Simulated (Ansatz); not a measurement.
## Electronic structure of As7In7 (In7As7 zinc blende off sphere) in real space

Input

```
crystal:
  periodic: [false, false, false]
  atoms:
    - {symbol: In, position_ang: [1.514372, -1.589131, 0.116684]}
    - {symbol: In, position_ang: [-1.116364, 2.161830, 0.306360]}
    - {symbol: In, position_ang: [-0.213534, -1.610561, -2.537500]}
    - {symbol: In, position_ang: [-2.030154, -0.996178, 0.262957]}
    - {symbol: In, position_ang: [-0.428214, -2.627983, 3.115974]}
    - {symbol: In, position_ang: [1.245508, 1.330028, -1.742525]}
    - {symbol: In, position_ang: [1.873522, 2.400121, 2.387478]}
    - {symbol: As, position_ang: [-3.171880, 1.050880, -1.061309]}
    - {symbol: As, position_ang: [-0.712770, -3.169077, -0.410565]}
    - {symbol: As, position_ang: [1.582641, -0.534840, 2.521838]}
    - {symbol: As, position_ang: [-1.345540, 0.802114, -2.699738]}
    - {symbol: As, position_ang: [1.139505, 3.425377, -0.257873]}
    - {symbol: As, position_ang: [2.447967, -0.925405, -2.355477]}
    - {symbol: As, position_ang: [-0.785049, 0.282825, 2.353705]}
basis:
  gaussian: {orbitals: def2-TZVP, fitting: {mean_field: def2-universal-jkfit}, initial_orbitals: start.molden}
hamiltonian: {xc: pbe0, dispersion: d4}
scf: {omitted_lower_state_checks: [starts]}
output: {orbitals: {seedname: orbitals}}
```

Command:

```sh
ansatz run in.yaml --threads 2 --pin off --events-out ev --progress --plain --max-ram 32768MiB --backend cuda --devices 0, --max-vram 18GiB
```

Geometry: PBE-D4/def2-SVP; core potentials replace the inner electrons of In.

Level of theory: RKS PBE0-D4/def2-TZVP in Ansatz.

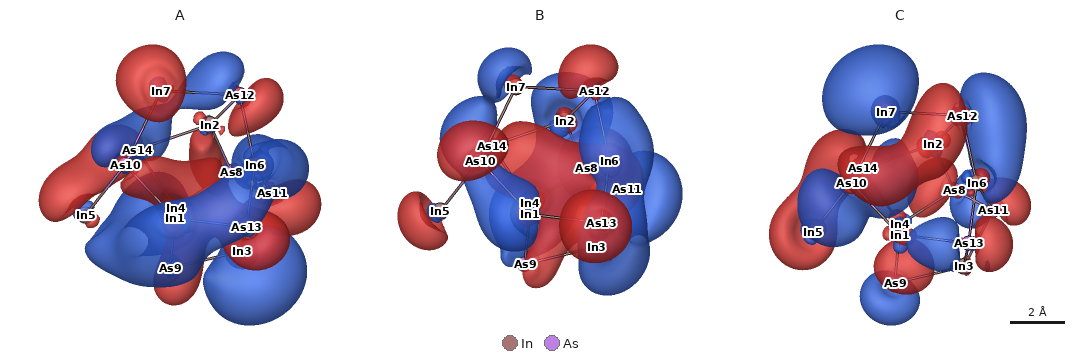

Figure 1. Three frontier orbitals at ±0.04 Å⁻³ᐟ² (red and blue are the two phases), in no order.

Q: Which picture is the HOMO−1, the HOMO and the LUMO?

A: B is the HOMO−1 (−5.66 eV). By Hirshfeld shares it lies mainly on As11 (about 15 %), As8 (about 15 %), As14 (about 10 %), As13 (about 10 %), In4 (about 10 %) and In6 (about 10 %). C is the HOMO (−5.16 eV). Its weight (Hirshfeld) is mainly on In7 (about 25 %), As12 (about 20 %), As10 (about 10 %), As14 (about 10 %) and In5 (about 5 %). A is the LUMO (−3.34 eV). By Hirshfeld shares it lies mainly on In3 (about 25 %), In1 (about 10 %), As13 (about 10 %), In4 (about 10 %), As11 (about 10 %) and As9 (about 5 %).

Q: What is the HOMO–LUMO gap?

A: 1.82 eV between the orbital energies.

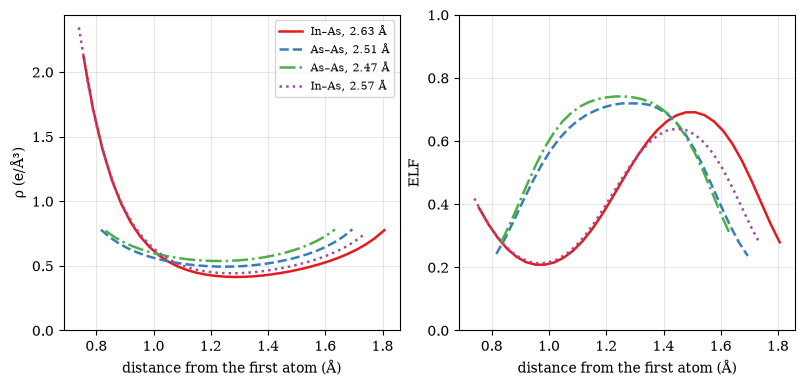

Figure 2. Electron density and ELF along straight lines between neighbouring atoms. The curves leave out the atomic cores.

Q: What can be read from the curves?

A: In–As (2.63 Å): ρ is about 0.42 e/Å³ halfway; the ELF peaks at about 0.70 in the valence shell of As, 1.1 Å from its nucleus, and drops to about 0.20 between the two atoms.
As–As (2.51 Å): the density is about 0.49 e/Å³ at the midpoint; the ELF peaks at about 0.70 between the atoms.
As–As (2.47 Å): the density is about 0.54 e/Å³ at the midpoint; the ELF peaks at about 0.75 between the atoms.
In–As (2.57 Å): the density is about 0.44 e/Å³ at the midpoint; the ELF peaks at about 0.65 in the valence shell of As, 1.1 Å from its nucleus, and drops to about 0.20 between the two atoms.

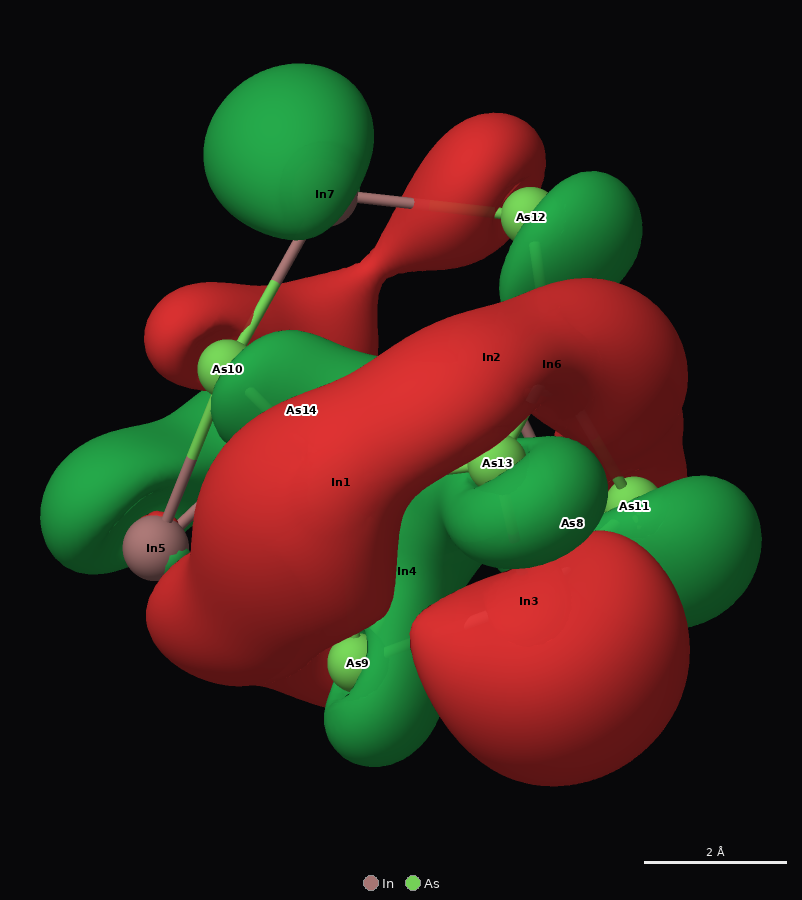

Figure 3. The LUMO at ±0.04 Å⁻³ᐟ² (green and red are the two phases), seen at a tilt.

Q: What is the character of this orbital?

A: It lies mainly on In3 (about 25 %), In1 (about 10 %), As13 (about 10 %), In4 (about 10 %), As11 (about 10 %) and As9 (about 5 %). Its energy is −3.34 eV.
